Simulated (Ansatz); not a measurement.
**Nudged elastic band of C₅H₃ (part 1 of 3)**

The run: nudged elastic band of C₅H₃ (slab, 32 atoms in the cell). Method and program: DFT PBE, scalar-relativistic, plane waves, PAW, PAW set soft_1 (Ansatz 0.2.0).

The run did not end well. The input holds or restrains some coordinates. It belongs to a series of runs on one base structure; here: band between the two ends.

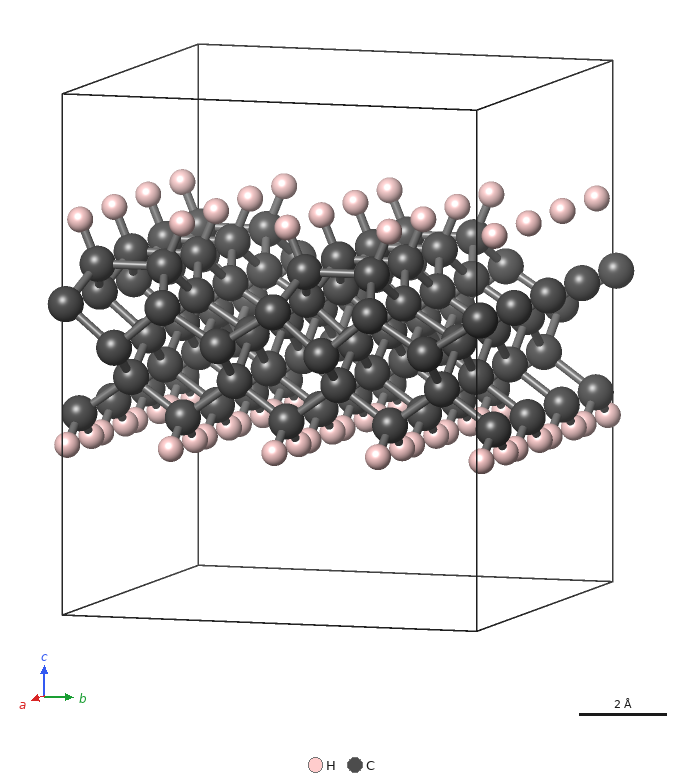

*The input geometry (ball-and-stick view of the 2 × 2 repeat of the cell, with the vacuum cut short, seen slightly off an axis). An atom can appear more than once, as a periodic image.*

Input file:
```yaml
crystal:
  lattice:
    - [5.048742, 0.0, 0.0]
    - [0.0, 5.048742, 0.0]
    - [0.0, 0.0, 17.135561]
  atoms:
    - { symbol: H, position: [0.4277868, 0.0, 0.0583582] }
    - { symbol: H, position: [0.0722132, 0.0, 0.0583582] }
    - { symbol: H, position: [0.9277868, 0.0, 0.0583582] }
    - { symbol: H, position: [0.5722132, 0.0, 0.0583582] }
    - { symbol: H, position: [0.4277868, 0.5, 0.0583582] }
    - { symbol: H, position: [0.0722132, 0.5, 0.0583582] }
    - { symbol: H, position: [0.9277868, 0.5, 0.0583582] }
    - { symbol: H, position: [0.5722132, 0.5, 0.0583582] }
    - { symbol: C, position: [0.25, 0.0, 0.0953981] }
    - { symbol: C, position: [0.75, 0.0, 0.0953981] }
    - { symbol: C, position: [0.25, 0.5, 0.0953981] }
    - { symbol: C, position: [0.75, 0.5, 0.0953981] }
    - { symbol: C, position: [0.25, 0.25, 0.1474828] }
    - { symbol: C, position: [0.75, 0.25, 0.1474828] }
    - { symbol: C, position: [0.25, 0.75, 0.1474828] }
    - { symbol: C, position: [0.75, 0.75, 0.1474828] }
    - { symbol: C, position: [-2.09e-06, 0.2500486, 0.19576514] }
    - { symbol: C, position: [0.50001045, 0.25002909, 0.1957839] }
    - { symbol: C, position: [-1.3e-06, 0.75007308, 0.20359833] }
    - { symbol: C, position: [0.50001481, 0.75002997, 0.20360478] }
    - { symbol: C, position: [2.366e-05, 0.0167074, 0.25252715] }
    - { symbol: C, position: [0.50001819, 0.01664994, 0.25256024] }
    - { symbol: C, position: [5.291e-05, 0.48350814, 0.25251059] }
    - { symbol: C, position: [0.50005581, 0.48347014, 0.25251895] }
    - { symbol: C, position: [0.24998777, 0.08843806, 0.29987758] }
    - { symbol: C, position: [0.75007663, 0.08832315, 0.29987174] }
    - { symbol: C, position: [0.25005146, 0.41190387, 0.29983438] }
    - { symbol: C, position: [0.75007269, 0.4118626, 0.29986883] }
    - { symbol: H, position: [0.75023347, 0.00423235, 0.35910494] }
    - { symbol: H, position: [0.25008079, 0.49610134, 0.35905456] }
    - { symbol: H, position: [0.75011822, 0.496028, 0.35909867] }
    - { symbol: H, position: [1.24951377, 0.00478686, 0.3591637] }
basis:
  ecutwfc: 420.0
kpoints:
  mp_grid: { grid: [2, 2, 1] }
hamiltonian:
  xc: pbe
  pseudopotentials: { kind: paw, azcp: { folder: soft_1 } }
scf:
  occupations: { method: gaussian, width: 0.05 }
  lower_state_search: "off"
neb:
  images: 5
  f_tol: 0.03
  initial_path: idpp
  max_iterations: 41
  constraints: [{ sites: [0, 1, 2, 3, 4, 5, 6, 7, 8, 9, 10, 11, 12, 13, 14, 15] }]
  final_atoms:
    - { symbol: H, position: [0.42778688, 0.0, 0.05835817] }
    - { symbol: H, position: [0.07221316, 0.0, 0.05835817] }
    - { symbol: H, position: [0.92778692, 0.0, 0.05835817] }
    - { symbol: H, position: [0.5722132, 0.0, 0.05835817] }
    - { symbol: H, position: [0.42778688, 0.50000004, 0.05835817] }
    - { symbol: H, position: [0.07221316, 0.50000004, 0.05835817] }
    - { symbol: H, position: [0.92778692, 0.50000004, 0.05835817] }
    - { symbol: H, position: [0.5722132, 0.50000004, 0.05835817] }
    - { symbol: C, position: [0.25000002, 0.0, 0.0953981] }
    - { symbol: C, position: [0.75000006, 0.0, 0.0953981] }
    - { symbol: C, position: [0.25000002, 0.50000004, 0.0953981] }
    - { symbol: C, position: [0.75000006, 0.50000004, 0.0953981] }
    - { symbol: C, position: [0.25000002, 0.25000002, 0.14748277] }
    - { symbol: C, position: [0.75000006, 0.25000002, 0.14748277] }
    - { symbol: C, position: [0.25000002, 0.75000006, 0.14748277] }
    - { symbol: C, position: [0.75000006, 0.75000006, 0.14748277] }
    - { symbol: C, position: [7.21e-06, 0.24998103, 0.19577563] }
    - { symbol: C, position: [0.49999824, 0.24994047, 0.19577503] }
    - { symbol: C, position: [1.989e-05, 0.7499611, 0.20360618] }
    - { symbol: C, position: [0.4999803, 0.7499398, 0.20360247] }
    - { symbol: C, position: [1.405e-05, 0.01655239, 0.25250428] }
    - { symbol: C, position: [0.50000055, 0.01651166, 0.25250347] }
    - { symbol: C, position: [2.6e-06, 0.48334305, 0.25253095] }
    - { symbol: C, position: [0.49996517, 0.48330764, 0.25252253] }
    - { symbol: C, position: [0.24999981, 0.08810245, 0.2998624] }
    - { symbol: C, position: [0.75000846, 0.08822941, 0.29984814] }
    - { symbol: C, position: [0.24998388, 0.41161838, 0.29987551] }
    - { symbol: C, position: [0.74997677, 0.41174522, 0.29985841] }
    - { symbol: H, position: [0.7499391, 0.00391199, 0.3590585] }
    - { symbol: H, position: [0.25001749, 0.4957237, 0.35910173] }
    - { symbol: H, position: [0.75002475, 0.4959204, 0.35907845] }
    - { symbol: H, position: [1.24998963, 1.00375912, 0.35907055] }
  order_check: true
```

Run on 1 thread of Arm Neoverse V2, 24 GiB of memory available, shared host.

Command:
```bash
ansatz run input.yaml --threads 1 --pin off --max-ram 3072MiB --backend cpu --events-out ev --progress --plain --runs-dir out
```

The program's output:
```
Warning: neb: disabling space-group detection — the band's intermediate images generally break the endpoint symmetry, so no spatial operation reduces the k-mesh or symmetrises the density, except that a semilocal band can use its path's symmetry ahead of convergence; time reversal is kept, so that k and −k are solved as one point where they differ and the mesh holds both, and exact exchange and, on two spinor components, a DFT+U term hold to it where the run has them: on two components no moment then forms, and a state that bears one, which a typed moment (crystal.atoms[].spin; refused beside efield: under a hybrid functional) reaches, can lie lower, under hf by electronvolts; crystal.symmetry.detect: false (a key that needs symmetry detection or time reversal refuses this as the deck is read) with time_reversal: false beside it drops time reversal too
Warning: between the path's two end points as given, atom 31 moves 5.044 Å, but a periodic copy of its final position lies 0.006 Å from its initial position (atoms with a nearer copy: 1). The path is placed between the positions as given. If the final geometry was wrapped back into the cell, it goes the long way round and its barrier is wrong: give each position of final_atoms that was wrapped, be it another atom's, in the copy that is meant, in a crystal or on a slab the one nearest to the atom's initial position, of atoms alone in their cell the one beside the others as in crystal.atoms, all in one place with crystal.atoms. If the atom really moves that far, or all atoms stand shifted by as much, ignore this warning
Engine: ansatz 0.2.0, aarch64-unknown-linux-gnu
Pseudopotentials: kind: paw
Pseudopotential: H, paw, valence charge 1, recommended cutoff 420 eV (normal), [file]
Pseudopotential: C, paw, valence charge 4, recommended cutoff 420 eV (normal), [file]
Functional definition: PBE
  parameter kappa = 0.804
  parameter beta = 0.06672455060314922
  exchange = pbe_x(kappa = kappa, mu = beta*pi^2/3)
  correlation = pbe_c(beta = beta)
NEB image 0
Crystal: 32 atoms, lattice volume = 436.782 Å³
Basis set: ecut = 420 eV, 8525 PW (Γ), exchange–correlation on 72×72×240 points (8 copies of the dense FFT grid, shifted against one another)
Bands: 78, of which v1, the nominal top of the filled ones, is band 46 counted from 1 (45 counted from 0)
Symmetry: 1 space group operations
k-points: 4
Non-local potential: H, projectors of the file, l = 0: 2, l = 1: 1
Non-local potential: C, projectors of the file, l = 0: 2, l = 1: 2, l = 2: 1
PAW form: soft (Blöchl's): semilocal exchange-correlation on the pseudo side does not see the compensation charge
PAW one-centre angular grid: H, 110 points (default); XC on 64 Gauss nodes
PAW one-centre angular grid: C, 110 points (default); XC on 64 Gauss nodes
Initial density: superposition of atomic densities (neutral atoms: chi_scale 0, normalization atom)
Initial wavefunctions: pseudopotential atomic-orbital guess
Functional: x = pbe(κ = 0.804, μ = 0.2195149727645171), c = pbe(β = 0.06672455060314922)
SCF iter   1: F=—  HF=-5207.684666 eV  |F-HF|=—  |Δ(HF+E_count)|=         —  Δρ=9.26e-2  dr2=3.59e1  ethr=3.10e-3  ⟨swp⟩=8.0  Hψ=1745  notcnv=0  defer=34
preconditioner: auto → Resta (q_TF=auto, 2.104 Å⁻¹)  ε∞=2.0  [insulator: Δε(μ)=4.915 eV  Ē_g=17.204 eV  σ=0.050 eV  W_gap=1.00  n_scr=74 (ndim 8)  ℏωp=17.0 eV  f_vac=0.537  D(μ)=0.00/eV (n_scr^D=0)  ε∞_Penn≈2.0  vacuum switching on, ρ_ref=2.1e-2 e/Å³]
SCF iter   2: F=—  HF=-5196.434586 eV  |F-HF|=—  |Δ(HF+E_count)|=    1.13e1  Δρ=4.32e-2  dr2=6.23e0  ethr=3.10e-3  ⟨swp⟩=3.8  Hψ=665  notcnv=0  defer=108
SCF iter   3: F=—  HF=-5194.445447 eV  |F-HF|=—  |Δ(HF+E_count)|=    1.99e0  Δρ=8.03e-3  dr2=3.07e-1  ethr=3.10e-3  ⟨swp⟩=3.8  Hψ=693  notcnv=0  defer=103
SCF iter   4: F=—  HF=-5194.409585 eV  |F-HF|=—  |Δ(HF+E_count)|=   3.59e-2  Δρ=2.39e-3  dr2=2.24e-2  ethr=3.33e-4  ⟨swp⟩=3.8  Hψ=447  notcnv=0  defer=103
SCF iter   5: F=—  HF=-5194.413390 eV  |F-HF|=—  |Δ(HF+E_count)|=   3.80e-3  Δρ=9.10e-4  dr2=2.73e-3  ethr=2.44e-5  ⟨swp⟩=2.2  Hψ=494  notcnv=0  defer=103
SCF iter   6: F=—  HF=-5194.414909 eV  |F-HF|=—  |Δ(HF+E_count)|=   1.52e-3  Δρ=2.57e-4  dr2=3.94e-4  ethr=2.97e-6  ⟨swp⟩=2.0  Hψ=410  notcnv=0  defer=103
SCF iter   7: F=—  HF=-5194.415001 eV  |F-HF|=—  |Δ(HF+E_count)|=   9.17e-5  Δρ=6.63e-5  dr2=1.67e-5  ethr=4.28e-7  ⟨swp⟩=2.5  Hψ=432  notcnv=0  defer=103
SCF iter   8: F=—  HF=-5194.415024 eV  |F-HF|=—  |Δ(HF+E_count)|=   2.24e-5  Δρ=2.17e-5  dr2=1.64e-6  ethr=1.81e-8  ⟨swp⟩=2.0  Hψ=404  notcnv=0  defer=103
SCF iter   9: F=—  HF=-5194.415025 eV  |F-HF|=—  |Δ(HF+E_count)|=   1.02e-6  Δρ=6.09e-6  dr2=1.02e-7  ethr=1.09e-10  ⟨swp⟩=3.8  Hψ=1087  notcnv=0
SCF iter  10: F=-5194.415025 eV  HF=-5194.415025 eV  |F-HF|=4.57e-9  |Δ(HF+E_count)|=   1.14e-7  Δρ=1.43e-6  dr2=7.56e-9  ethr=1.09e-10  ⟨swp⟩=4.0  Hψ=861  notcnv=0
SCF 1 converged in 10 iterations: F = -5194.415025 eV  dr2 = 7.56e-9
  greatest PAW one-centre occupation: 0.668 electrons in one spin orbital (limit 2), on the C atom at site 10 (counted from 0), in its partial waves of l = 0
NSCF: frozen V_eff on 4 k-points
NEB image 6
SCF iter   1: F=—  HF=-5207.684494 eV  |F-HF|=—  |Δ(HF+E_count)|=         —  Δρ=9.26e-2  dr2=3.59e1  ethr=3.10e-3  ⟨swp⟩=8.0  Hψ=1745  notcnv=0  defer=34
SCF iter   2: F=—  HF=-5196.434538 eV  |F-HF|=—  |Δ(HF+E_count)|=    1.12e1  Δρ=4.32e-2  dr2=6.23e0  ethr=3.10e-3  ⟨swp⟩=3.8  Hψ=665  notcnv=0  defer=108
SCF iter   3: F=—  HF=-5194.445460 eV  |F-HF|=—  |Δ(HF+E_count)|=    1.99e0  Δρ=8.02e-3  dr2=3.07e-1  ethr=3.10e-3  ⟨swp⟩=3.8  Hψ=693  notcnv=0  defer=103
SCF iter   4: F=—  HF=-5194.409603 eV  |F-HF|=—  |Δ(HF+E_count)|=   3.59e-2  Δρ=2.39e-3  dr2=2.24e-2  ethr=3.33e-4  ⟨swp⟩=3.8  Hψ=447  notcnv=0  defer=103
SCF iter   5: F=—  HF=-5194.413412 eV  |F-HF|=—  |Δ(HF+E_count)|=   3.81e-3  Δρ=9.10e-4  dr2=2.73e-3  ethr=2.44e-5  ⟨swp⟩=2.2  Hψ=494  notcnv=0  defer=103
SCF iter   6: F=—  HF=-5194.414934 eV  |F-HF|=—  |Δ(HF+E_count)|=   1.52e-3  Δρ=2.57e-4  dr2=3.93e-4  ethr=2.97e-6  ⟨swp⟩=2.0  Hψ=410  notcnv=0  defer=103
SCF iter   7: F=—  HF=-5194.415009 eV  |F-HF|=—  |Δ(HF+E_count)|=   7.50e-5  Δρ=6.63e-5  dr2=1.66e-5  ethr=4.27e-7  ⟨swp⟩=2.5  Hψ=432  notcnv=0  defer=103
SCF iter   8: F=—  HF=-5194.415040 eV  |F-HF|=—  |Δ(HF+E_count)|=   3.15e-5  Δρ=2.17e-5  dr2=1.64e-6  ethr=1.81e-8  ⟨swp⟩=2.0  Hψ=404  notcnv=0  defer=103
SCF iter   9: F=—  HF=-5194.415041 eV  |F-HF|=—  |Δ(HF+E_count)|=   1.02e-6  Δρ=6.09e-6  dr2=1.02e-7  ethr=1.09e-10  ⟨swp⟩=3.5  Hψ=1086  notcnv=0
SCF iter  10: F=-5194.415041 eV  HF=-5194.415041 eV  |F-HF|=4.55e-9  |Δ(HF+E_count)|=   1.15e-7  Δρ=1.43e-6  dr2=7.55e-9  ethr=1.09e-10  ⟨swp⟩=4.0  Hψ=861  notcnv=0
SCF 2 converged in 10 iterations: F = -5194.415041 eV  dr2 = 7.55e-9
  greatest PAW one-centre occupation: 0.668 electrons in one spin orbital (limit 2), on the C atom at site 8 (counted from 0), in its partial waves of l = 0
NSCF: frozen V_eff on 4 k-points
NEB end point (image 0): max|allowed force component| = 1.159e-2 eV/Å (the criterion of neb.relax_end_points is 1.000e-2)
NEB end point (image 6): max|allowed force component| = 1.220e-2 eV/Å (the criterion of neb.relax_end_points is 1.000e-2)
NEB image 1
SCF iter   1: F=—  HF=-5204.493919 eV  |F-HF|=—  |Δ(HF+E_count)|=         —  Δρ=9.17e-2  dr2=3.69e1  ethr=3.10e-3  ⟨swp⟩=8.0  Hψ=1785  notcnv=0  defer=52
preconditioner: auto → Resta (q_TF=auto, 2.104 Å⁻¹)  ε∞=2.0  [insulator: Δε(μ)=4.628 eV  Ē_g=16.990 eV  σ=0.050 eV  W_gap=1.00  n_scr=74 (ndim 8)  ℏωp=17.0 eV  f_vac=0.529  D(μ)=0.00/eV (n_scr^D=0)  ε∞_Penn≈2.0  vacuum switching on, ρ_ref=2.1e-2 e/Å³]
SCF iter   2: F=—  HF=-5193.571448 eV  |F-HF|=—  |Δ(HF+E_count)|=    1.09e1  Δρ=4.42e-2  dr2=6.51e0  ethr=3.10e-3  ⟨swp⟩=3.5  Hψ=613  notcnv=0  defer=106
[...]
  greatest PAW one-centre occupation: 0.668 electrons in one spin orbital (limit 2), on the C atom at site 9 (counted from 0), in its partial waves of l = 0
NEB image 2
preconditioner: auto → Resta (q_TF=auto, 2.104 Å⁻¹)  ε∞=2.0  [insulator: Δε(μ)=1.937 eV  Ē_g=16.924 eV  σ=0.050 eV  W_gap=1.00  n_scr=74 (ndim 8)  ℏωp=17.0 eV  f_vac=0.523  D(μ)=0.00/eV (n_scr^D=0)  ε∞_Penn≈2.0  vacuum switching on, ρ_ref=2.1e-2 e/Å³]
  greatest PAW one-centre occupation: 0.669 electrons in one spin orbital (limit 2), on the C atom at site 9 (counted from 0), in its partial waves of l = 0
NEB image 3
preconditioner: auto → Resta (q_TF=auto, 2.104 Å⁻¹)  ε∞=2.0  [insulator: Δε(μ)=1.604 eV  Ē_g=16.944 eV  σ=0.050 eV  W_gap=1.00  n_scr=74 (ndim 8)  ℏωp=17.0 eV  f_vac=0.520  D(μ)=0.00/eV (n_scr^D=0)  ε∞_Penn≈2.0  vacuum switching on, ρ_ref=2.1e-2 e/Å³]
  greatest PAW one-centre occupation: 0.671 electrons in one spin orbital (limit 2), on the C atom at site 9 (counted from 0), in its partial waves of l = 0
NEB image 4
preconditioner: auto → Resta (q_TF=auto, 2.104 Å⁻¹)  ε∞=2.0  [insulator: Δε(μ)=1.772 eV  Ē_g=16.959 eV  σ=0.050 eV  W_gap=1.00  n_scr=74 (ndim 8)  ℏωp=17.0 eV  f_vac=0.520  D(μ)=0.00/eV (n_scr^D=0)  ε∞_Penn≈2.0  vacuum switching on, ρ_ref=2.1e-2 e/Å³]
  greatest PAW one-centre occupation: 0.670 electrons in one spin orbital (limit 2), on the C atom at site 9 (counted from 0), in its partial waves of l = 0
```
